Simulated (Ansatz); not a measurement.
Input

```
crystal:
  periodic: [false, false, false]
  atoms:
    - symbol: F
      position_ang: [-1.415460, -2.424682, 1.000292]
    - symbol: F
      position_ang: [-3.672301, -0.777140, 0.116891]
    - symbol: Se
      position_ang: [-0.967655, -0.401671, -1.731553]
    - symbol: Se
      position_ang: [-1.231272, 0.708252, 2.011482]
    - symbol: Ti
      position_ang: [-1.975499, -0.910742, 0.393734]
    - symbol: H
      position_ang: [0.348511, -0.708302, -1.139337]
    - symbol: H
      position_ang: [-1.943157, 1.748129, 1.244091]
basis:
  gaussian:
    orbitals: def2-TZVPD
magnetization:
  spin_polarized: false
hamiltonian:
  xc: {name: PBE0}
output:
  forces: true
  orbitals: {seedname: orbitals}
```

Command:

```sh
ansatz run input.yaml --threads 2 --pin off --max-ram 6090MiB --events-out events.jsonl --progress --plain --runs-dir runs
```

Geometry: PBE0-D4/def2-SVP.

Theory: isolated molecule in a Gaussian basis; Kohn-Sham density functional theory, functional PBE0 in Ansatz 0.2.0.

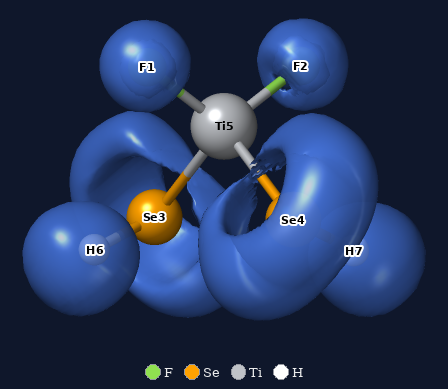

F$_{2}$H$_{2}$Se$_{2}$Ti (SMILES [F][Ti]([F])([SeH])[SeH]). Isosurface of the electron localisation function at 0.8 (blue), seen at a tilt. Only the valence region is drawn (cores and ρ < 0.01 e/Å³ removed).

Q: What do the ELF domains correspond to?

A: The surface consists of two regions around hydrogen nuclei, two regions wrapped around F (the valence shell of each) and two regions wrapped around Se (the valence shell of each). Profiles from the grid: Ti–F (1.72 Å): the ELF peaks at about 0.85 in the valence shell of F, 0.5 Å from its nucleus, and drops to about 0.25 between the two atoms. Ti–Se (2.41 Å): the ELF peaks at about 0.80 in the valence shell of Se, 1.1 Å from its nucleus, and is about 0.65 at the midpoint.
